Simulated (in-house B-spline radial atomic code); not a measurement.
Re⁵⁺, Os⁵⁺, Ir⁵⁺, Pt⁵⁺, Au⁵⁺, Hg⁵⁺, Tl⁵⁺, Pb⁵⁺ and Bi⁵⁺. Level of theory: Hartree–Fock ΔSCF; calculated with a B-spline radial atomic code. Open p, d and f shells are averaged over both j, so the values don't run from ground level to ground level.

What should this plot look like? Ionisation energies with and without relativity.

With relativity the highest value is 88.05 eV (Bi⁵⁺) and the lowest 65.74 eV (Re⁵⁺). Relativity matters most for Bi⁵⁺ ([Xe] 4f14 5d10 → [Xe] 4f14 5d9), where it lowers the value from 90.10 eV to 88.05 eV.

The result:

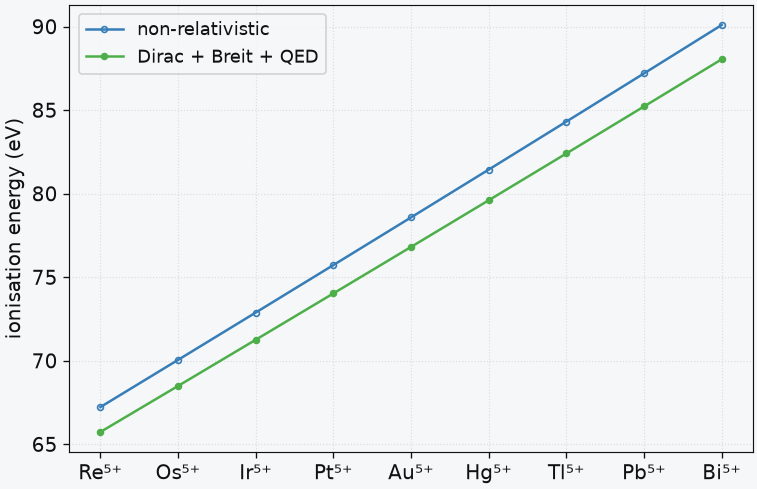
